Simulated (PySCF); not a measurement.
# C₃H₄ClF: a tour of settings

Which settings matter for C₃H₄ClF (`C/C(Cl)=C\F`), and how do bad ones show?

The runs use PySCF 2.14.0, with density-fitted response routines of our own; the level of theory stands in each step. All values are computed, except where a source is named. Atoms are numbered from 0 throughout.

### 1 Starting geometry

9 atoms, charge 0, multiplicity 1; geometry from: GFN2-xTB.

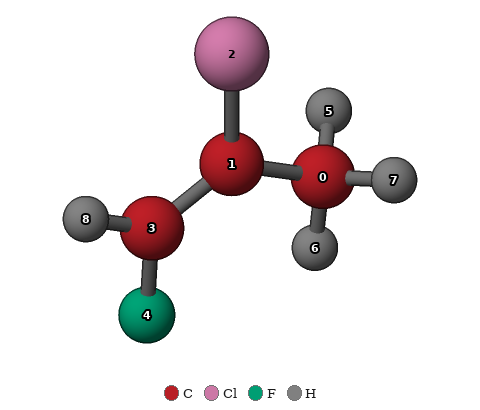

The starting geometry (carbon red, chlorine pink, fluorine teal, hydrogen grey), atoms numbered.

### 2 Nuclear shieldings: BHandHLYP/pcSseg-1

Job settings and geometry (Å):

```
{"job": {"kind": "nmr", "xc": "BHandHLYP", "basis": "pcSseg-1", "pop": false}, "charge": 0, "multiplicity": 1}
C     -1.145993    -0.049124    -0.120584
C      0.259129     0.424533     0.008831
Cl     0.486220     2.137623    -0.032345
C      1.332449    -0.340198     0.149048
F      1.228543    -1.680304     0.190376
H     -1.754999     0.358112     0.684897
H     -1.173575    -1.134762    -0.080431
H     -1.569209     0.288382    -1.065408
H      2.350996     0.001732     0.240437
```

Method: GIAO BHandHLYP/pcSseg-1 NMR shielding, non-relativistic, gas phase.

Command:

```sh
$ OMP_NUM_THREADS=1 python probes_run.py task.json out
```

One launch serves the whole session: the jobs run in the order shown.

The program printed:

```text
coarse grid: 8448 points
cycle   1  E = -676.5135189783  dE =  7.026e-01  |g| = 4.683e-01  |ddm| = 2.667e+00
cycle   2  E = -676.5177092563  dE = -4.190e-03  |g| = 4.915e-01  |ddm| = 6.663e-01
cycle   3  E = -676.5572365339  dE = -3.953e-02  |g| = 5.060e-02  |ddm| = 3.815e-01
cycle   4  E = -676.5576334424  dE = -3.969e-04  |g| = 2.180e-02  |ddm| = 4.737e-02
cycle   5  E = -676.5577362429  dE = -1.028e-04  |g| = 6.719e-03  |ddm| = 2.467e-02
cycle   6  E = -676.5577471090  dE = -1.087e-05  |g| = 1.889e-03  |ddm| = 6.602e-03
cycle   7  E = -676.5577479046  dE = -7.957e-07  |g| = 4.157e-04  |ddm| = 2.156e-03
final grid: 78464 points
cycle   8  E = -676.5821060381  dE = -1.033e-05  |g| = 2.795e-03  |ddm| = 8.792e-03
cycle   9  E = -676.5821062024  dE = -1.643e-07  |g| = 2.790e-03  |ddm| = 3.725e-03
cycle  10  E = -676.5821076340  dE = -1.432e-06  |g| = 2.850e-04  |ddm| = 2.005e-03
cycle  11  E = -676.5821076469  dE = -1.282e-08  |g| = 1.116e-04  |ddm| = 2.816e-04
cycle  12  E = -676.5821076494  dE = -2.589e-09  |g| = 2.349e-05  |ddm| = 1.047e-04
cycle  13  E = -676.5821076496  dE = -1.228e-10  |g| = 8.222e-06  |ddm| = 2.464e-05
converged SCF energy = -676.5821076496

GIAO shielding tensors (ppm)
atom      isotropic    diamagn.    paramagn.     s11        s22        s33       span
  0 C      167.107     244.533     -77.426    153.107    163.502    184.712     31.604
  1 C       51.673     256.954    -205.281    -47.824     82.921    119.924    167.748
  2 Cl     797.748    1146.695    -348.947    661.517    684.366   1047.362    385.845
  3 C       28.788     245.746    -216.958    -67.317     74.944     78.738    146.055
  4 F      324.185     474.061    -149.876    258.759    314.044    399.753    140.994
  5 H       30.034      28.262       1.772     25.710     28.158     36.234     10.525
  6 H       29.149      29.431      -0.282     23.988     28.637     34.824     10.836
  7 H       30.030      28.255       1.774     25.710     28.147     36.233     10.523
  8 H       24.769      28.860      -4.090     21.260     24.019     29.029      7.769
```

It took 8.4 s on 1 thread of Arm Neoverse V1, shared host; peak memory 0.49 GiB.

Shifts follow as δ = σ(reference) − σ, with reference shieldings (ppm) from runs at the same level and on the same kind of geometry: ¹H TMS 31.90, ¹³C TMS 186.6, ¹⁹F CFCl3 198.6. The references are single molecules in the gas phase, so shifts against H2O, NH3, PH3, H3PO4 or CFCl3 are not on the usual liquid scales and can be off by tens of ppm. Atoms listed in one row are averaged.

```csv
atoms,environment,σ (ppm),δ (ppm)
C3,alkene CH bonded to F,28.8,157.8
C1,fully substituted alkene carbon bonded to Cl,51.7,134.9
C0,allylic methyl carbon,167.1,19.5
H8,hydrogen on an alkene CH bonded to F,24.77,7.13
"H5, H6, H7",hydrogen on an allylic methyl carbon,29.74,2.16
Cl2,chlorine bonded to C,798,–
F4,vinylic fluorine,324.2,-125.6
```

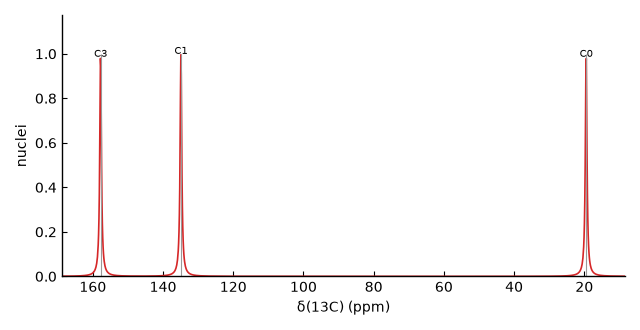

¹³C lines at the computed shifts, without couplings. Lines are broadened to a width of 0.55 ppm (Lorentzian).

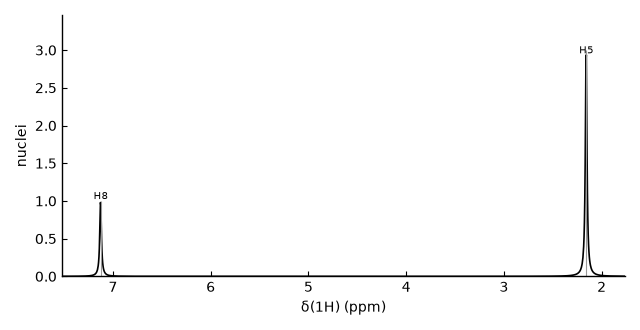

¹H lines at the computed shifts, without couplings. Lines are broadened to a width of 0.02 ppm (Lorentzian).

The fields below are evaluated on a grid from the run's orbitals.

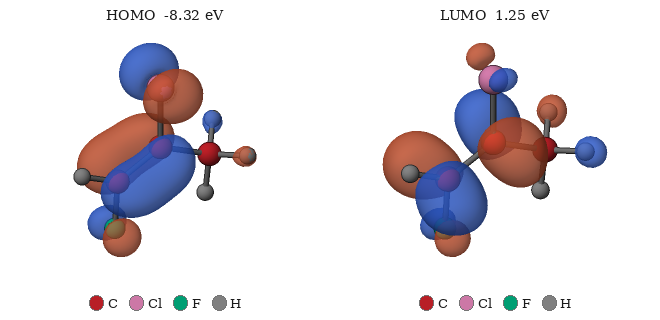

BHandHLYP/pcSseg-1 orbitals near the gap, drawn at the value that encloses 70 % of each; the two colours are the two signs.

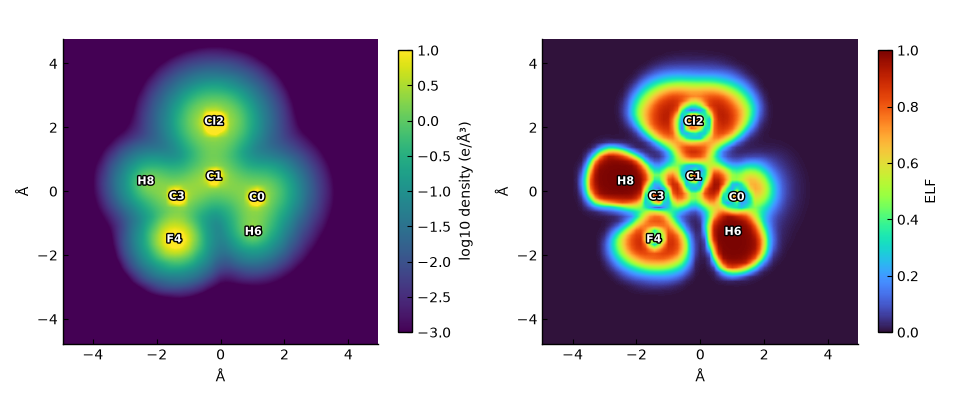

Density (left) and ELF (right) in a plane through or near 7 of the atoms.

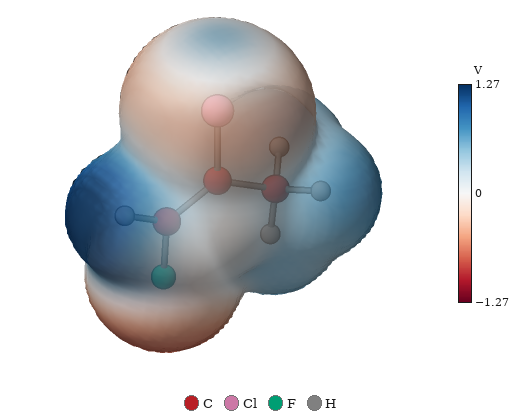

The potential that a unit positive charge feels on the 0.002 e/bohr³ surface, from -0.70 V near F4 to 1.27 V near H8.

### 3 J couplings: r2SCAN/cc-pCVDZ

Same as in step 2 but for these lines:

```diff
@@ -1,2 +1,2 @@
-{"job": {"kind": "nmr", "xc": "BHandHLYP", "basis": "pcSseg-1", "pop": false}, "charge": 0, "multiplicity": 1}
+{"job": {"kind": "j", "xc": "r2SCAN", "basis": "cc-pCVDZ", "scf": {"guess": "1e", "max_cycle": 83}}, "charge": 0, "multiplicity": 1}
 C     -1.145993    -0.049124    -0.120584
```

Level: r2SCAN/cc-pCVDZ.

The program printed:

```text
KeyError: 'Element h (Z=1) not found in basis cc-pCVDZ version 0'
```

Run time: 0.03 s. Hardware: 1 thread of Arm Neoverse V1, shared host.

Diagnosis: The basis cc-pCVDZ has no functions for an element of the molecule, so the input was refused before any integral. Cure: choose a basis that covers all elements.

### 4 Shielding tensors: OPBE/pcSseg-1

Same as in step 3 but for these lines:

```diff
@@ -1,2 +1,2 @@
-{"job": {"kind": "j", "xc": "r2SCAN", "basis": "cc-pCVDZ", "scf": {"guess": "1e", "max_cycle": 83}}, "charge": 0, "multiplicity": 1}
+{"job": {"kind": "nmr", "xc": "OPBE", "basis": "pcSseg-1", "pop": true}, "charge": 0, "multiplicity": 1}
 C     -1.145993    -0.049124    -0.120584
```

With the program's defaults for keys left out, this is: GIAO OPBE/pcSseg-1 NMR shielding, non-relativistic, gas phase.

The program printed:

```text
coarse grid: 8448 points
cycle   1  E = -676.5084363262  dE =  4.888e-01  |g| = 4.815e-01  |ddm| = 2.804e+00
cycle   2  E = -676.4540300541  dE =  5.441e-02  |g| = 7.548e-01  |ddm| = 9.965e-01
cycle   3  E = -676.5508970949  dE = -9.687e-02  |g| = 1.232e-01  |ddm| = 6.475e-01
cycle   4  E = -676.5537390695  dE = -2.842e-03  |g| = 3.402e-02  |ddm| = 1.275e-01
cycle   5  E = -676.5539157205  dE = -1.767e-04  |g| = 1.728e-02  |ddm| = 4.033e-02
cycle   6  E = -676.5539805836  dE = -6.486e-05  |g| = 6.871e-03  |ddm| = 2.021e-02
cycle   7  E = -676.5539924750  dE = -1.189e-05  |g| = 1.341e-03  |ddm| = 6.916e-03
cycle   8  E = -676.5539928936  dE = -4.185e-07  |g| = 3.237e-04  |ddm| = 1.745e-03
final grid: 78464 points
cycle   9  E = -676.5770475937  dE = -1.520e-04  |g| = 2.087e-02  |ddm| = 5.640e-02
cycle  10  E = -676.5769924660  dE =  5.513e-05  |g| = 2.719e-02  |ddm| = 3.567e-02
cycle  11  E = -676.5770958866  dE = -1.034e-04  |g| = 6.906e-03  |ddm| = 2.339e-02
cycle  12  E = -676.5771039562  dE = -8.070e-06  |g| = 1.476e-03  |ddm| = 6.959e-03
cycle  13  E = -676.5771044634  dE = -5.072e-07  |g| = 6.189e-04  |ddm| = 1.836e-03
cycle  14  E = -676.5771045650  dE = -1.016e-07  |g| = 5.721e-05  |ddm| = 5.716e-04
cycle  15  E = -676.5771045656  dE = -5.905e-10  |g| = 2.744e-05  |ddm| = 8.004e-05
converged SCF energy = -676.5771045656

GIAO shielding tensors (ppm)
atom      isotropic    diamagn.    paramagn.     s11        s22        s33       span
  0 C      167.872     246.150     -78.277    152.078    165.840    185.699     33.621
  1 C       63.919     258.393    -194.473    -15.375     90.173    116.960    132.335
  2 Cl     763.051    1147.241    -384.190    611.160    675.819   1002.174    391.014
  3 C       39.234     245.837    -206.602    -37.312     75.580     79.435    116.748
  4 F      278.642     472.414    -193.771    202.821    258.632    374.474    171.653
  5 H       29.860      28.239       1.621     25.632     28.022     35.926     10.295
  6 H       28.958      29.530      -0.571     24.002     28.425     34.448     10.446
  7 H       29.856      28.233       1.624     25.630     28.012     35.926     10.296
  8 H       24.558      28.870      -4.312     21.228     24.117     28.328      7.101
```

It took 10 s on 1 thread of Arm Neoverse V1, shared host; peak memory 0.44 GiB.

Key values: σ C3 39.2, C1 63.9, C0 167.9, Cl2 763, H8 24.56, H5 29.56 ppm (means over like atoms).

### 5 Nuclear shieldings: OLYP/6-311+G(2d,p)

Same as in step 4 but for these lines:

```diff
@@ -1,2 +1,2 @@
-{"job": {"kind": "nmr", "xc": "OPBE", "basis": "pcSseg-1", "pop": true}, "charge": 0, "multiplicity": 1}
+{"job": {"kind": "nmr", "xc": "OLYP", "basis": "6-311+G(2d,p)", "pop": true}, "charge": 0, "multiplicity": 1}
 C     -1.145993    -0.049124    -0.120584
```

Method: GIAO OLYP/6-311+G(2d,p) NMR shielding, non-relativistic, gas phase.

The program printed:

```text
coarse grid: 8448 points
cycle   1  E = -676.7157432299  dE =  4.779e-01  |g| = 5.318e-01  |ddm| = 2.745e+00
cycle   2  E = -676.6297545115  dE =  8.599e-02  |g| = 8.887e-01  |ddm| = 2.524e+00
cycle   3  E = -676.7648104368  dE = -1.351e-01  |g| = 1.468e-01  |ddm| = 1.995e+00
cycle   4  E = -676.7684572230  dE = -3.647e-03  |g| = 5.438e-02  |ddm| = 2.436e-01
cycle   5  E = -676.7689218220  dE = -4.646e-04  |g| = 2.773e-02  |ddm| = 9.985e-02
cycle   6  E = -676.7691021153  dE = -1.803e-04  |g| = 8.590e-03  |ddm| = 5.247e-02
cycle   7  E = -676.7691196998  dE = -1.758e-05  |g| = 1.781e-03  |ddm| = 8.039e-03
cycle   8  E = -676.7691204502  dE = -7.505e-07  |g| = 4.354e-04  |ddm| = 5.637e-03
final grid: 78464 points
cycle   9  E = -676.7724352044  dE = -1.179e-04  |g| = 1.743e-02  |ddm| = 1.105e-01
cycle  10  E = -676.7723746031  dE =  6.060e-05  |g| = 2.592e-02  |ddm| = 5.164e-02
cycle  11  E = -676.7724767811  dE = -1.022e-04  |g| = 5.358e-03  |ddm| = 3.188e-02
cycle  12  E = -676.7724819019  dE = -5.121e-06  |g| = 1.018e-03  |ddm| = 6.261e-03
cycle  13  E = -676.7724820882  dE = -1.863e-07  |g| = 6.333e-04  |ddm| = 1.836e-03
cycle  14  E = -676.7724821933  dE = -1.050e-07  |g| = 4.737e-05  |ddm| = 7.868e-04
cycle  15  E = -676.7724821937  dE = -3.951e-10  |g| = 1.921e-05  |ddm| = 1.756e-04
converged SCF energy = -676.7724821937

GIAO shielding tensors (ppm)
atom      isotropic    diamagn.    paramagn.     s11        s22        s33       span
  0 C      167.765     248.105     -80.340    152.038    165.651    185.605     33.567
  1 C       60.560     249.732    -189.172    -19.493     86.511    114.661    134.154
  2 Cl     748.443    1142.824    -394.381    584.110    652.122   1009.097    424.986
  3 C       38.856     249.733    -210.877    -36.219     74.336     78.451    114.670
  4 F      287.309     475.405    -188.096    217.305    264.118    380.505    163.201
  5 H       30.175      30.173       0.002     26.294     28.493     35.738      9.444
  6 H       29.208      30.539      -1.331     24.686     28.847     34.091      9.405
  7 H       30.172      30.168       0.003     26.293     28.481     35.740      9.447
  8 H       24.836      30.640      -5.804     21.653     23.888     28.967      7.313
```

It took 19 s on 1 thread of Arm Neoverse V1, shared host; peak memory 0.63 GiB.

This run: σ C3 38.9, C1 60.6, C0 167.8, Cl2 748, H8 24.84, H5 29.85 ppm (means over like atoms).

### 6 TDDFT and polarisability: wB97X-D/def2-SVP

Same as in step 5 but for these lines:

```diff
@@ -1,2 +1,2 @@
-{"job": {"kind": "nmr", "xc": "OLYP", "basis": "6-311+G(2d,p)", "pop": true}, "charge": 0, "multiplicity": 1}
+{"job": {"kind": "uv", "xc": "wB97X-D", "basis": "def2-SVP", "nstates": 1, "ntriplets": 2, "tda": true, "scf": {"diis": false, "max_cycle": 96}}, "charge": 0, "multiplicity": 1}
 C     -1.145993    -0.049124    -0.120584
```

With the program's defaults for keys left out, this is: TDA wB97X-D/def2-SVP, vertical, gas phase, core orbitals frozen in the response.

The program printed:

```text
final grid: 78464 points
cycle   1  E = -676.3077087842  dE =  6.624e-01  |g| = 5.095e-01  |ddm| = 3.095e+00
cycle   2  E = -676.3069165010  dE =  7.923e-04  |g| = 5.604e-01  |ddm| = 9.602e-01
cycle   3  E = -676.2944043487  dE =  1.251e-02  |g| = 6.239e-01  |ddm| = 9.434e-01
cycle   4  E = -676.2558535532  dE =  3.855e-02  |g| = 7.904e-01  |ddm| = 1.108e+00
cycle   5  E = -676.2263422459  dE =  2.951e-02  |g| = 8.897e-01  |ddm| = 1.290e+00
cycle   6  E = -676.1160743083  dE =  1.103e-01  |g| = 1.200e+00  |ddm| = 1.674e+00
cycle   7  E = -676.0482008677  dE =  6.787e-02  |g| = 1.337e+00  |ddm| = 1.974e+00
cycle   8  E = -675.5894947749  dE =  4.587e-01  |g| = 2.091e+00  |ddm| = 2.888e+00
cycle   9  E = -675.3777052857  dE =  2.118e-01  |g| = 2.277e+00  |ddm| = 3.475e+00
cycle  10  E = -667.8877154291  dE =  7.490e+00  |g| = 5.127e+00  |ddm| = 6.595e+00
[... 76 cycles left out ...]
cycle  87  E = -361.5875334195  dE =  1.885e+02  |g| = 1.573e+01  |ddm| = 5.006e+01
cycle  88  E = -550.0401351949  dE = -1.885e+02  |g| = 6.382e+00  |ddm| = 5.006e+01
cycle  89  E = -361.5875334195  dE =  1.885e+02  |g| = 1.573e+01  |ddm| = 5.006e+01
cycle  90  E = -550.0401351949  dE = -1.885e+02  |g| = 6.382e+00  |ddm| = 5.006e+01
cycle  91  E = -361.5875334195  dE =  1.885e+02  |g| = 1.573e+01  |ddm| = 5.006e+01
cycle  92  E = -550.0401351949  dE = -1.885e+02  |g| = 6.382e+00  |ddm| = 5.006e+01
cycle  93  E = -361.5875334195  dE =  1.885e+02  |g| = 1.573e+01  |ddm| = 5.006e+01
cycle  94  E = -550.0401351949  dE = -1.885e+02  |g| = 6.382e+00  |ddm| = 5.006e+01
cycle  95  E = -361.5875334195  dE =  1.885e+02  |g| = 1.573e+01  |ddm| = 5.006e+01
cycle  96  E = -550.0401351949  dE = -1.885e+02  |g| = 6.382e+00  |ddm| = 5.006e+01
SCF not converged, last energy = -550.0401351949
```

It took 18 s on 1 thread of Arm Neoverse V1, shared host; peak memory 0.47 GiB.

Why it failed: The SCF swings between two densities 188.45 Eh apart: plain iteration without DIIS overshoots. Cure: turn DIIS on. Numbers printed on the way are no properties of the molecule.

### 7 Run by run: NMR shifts

Shifts (ppm), means over like atoms, with basis size and wall time:

```csv
run,C3,C1,C0,H8,H5,F4,functions,time
BHandHLYP/pcSseg-1,157.8,134.9,19.5,7.13,2.16,-125.6,112,8.4 s
OPBE/pcSseg-1,148.3,123.6,19.6,7.11,2.11,-129.5,112,10 s
"OLYP/6-311+G(2d,p)",147.5,125.8,18.6,7.19,2.17,-141.7,167,19 s
```

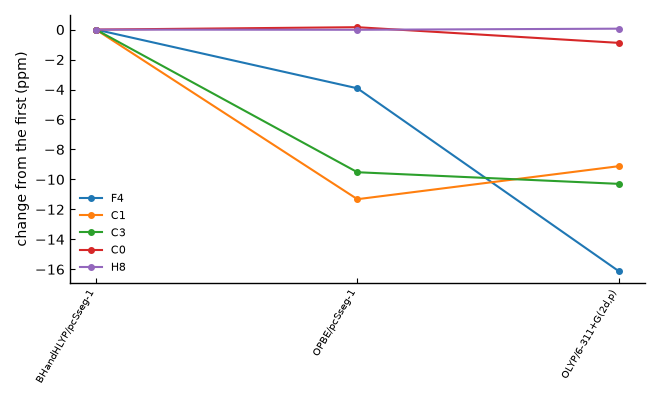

How five of the tabulated atoms move from run to run.

### 8 Results

| quantity | value |
| --- | --- |
| ¹³C shifts against TMS (BHandHLYP/pcSseg-1) | 157.8, 134.9, 19.5 ppm |
| ¹H shifts against TMS (BHandHLYP/pcSseg-1, means over atoms taken as alike) | 7.13, 2.16 ppm |
| ¹⁹F shifts against CFCl3 (BHandHLYP/pcSseg-1) | -125.6 ppm |
| shieldings of Cl (BHandHLYP/pcSseg-1) | Cl2 797.7 ppm |
| potential on the surface of density 0.002 e/bohr³, 1st and 99th percentile | -0.70 V and 1.27 V |
| range of the shift of F4 | -141.7 to -125.6 ppm |
| property runs in this session | 5, of which 2 failed and 0 gave unsound results |

**Reading.** Single values in the summary come from the first sound run of each kind (BHandHLYP/pcSseg-1), which need not be the best level. The most deshielded hydrogen is H8 (hydrogen on an alkene CH bonded to F), at 7.13 ppm: olefinic region. At BHandHLYP/pcSseg-1: The widest tensor belongs to Cl2: span 386 ppm, with a paramagnetic part of -349 ppm. Among the atoms with a shift in every run: Across the 3 runs the shift of F4 moves most, between -141.7 (OLYP/6-311+G(2d,p)) and -125.6 ppm (BHandHLYP/pcSseg-1).
